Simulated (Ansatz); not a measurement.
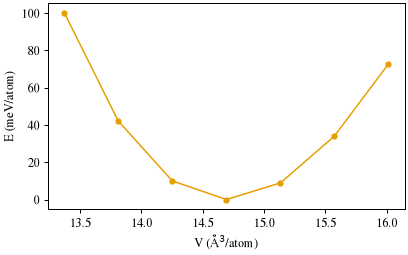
Figure. SiMo2 in space group P6_3/mmc (No. 194; Si on 2c, Mo on 2a, Mo on 2d) under volume change, PBE in the plane-wave PAW code Ansatz, shape and atoms relaxed at each volume.

### Question
What does a third-order Birch–Murnaghan fit give for V₀, B₀ and B′?

### Answer
V₀ = 14.69 Å³/atom, B₀ = 228 GPa, B′ = 4.3.

The cell is a constructed one: a structure type filled with these elements; neither database checked (COD, Materials Project) lists it. Whether it is the stable phase at ambient conditions was not checked. The PBE relaxation kept the symmetry of its start; whether a distortion lowers the energy is not shown. No spin polarisation was allowed.

Potentials: the later of the program's two PAW sets.
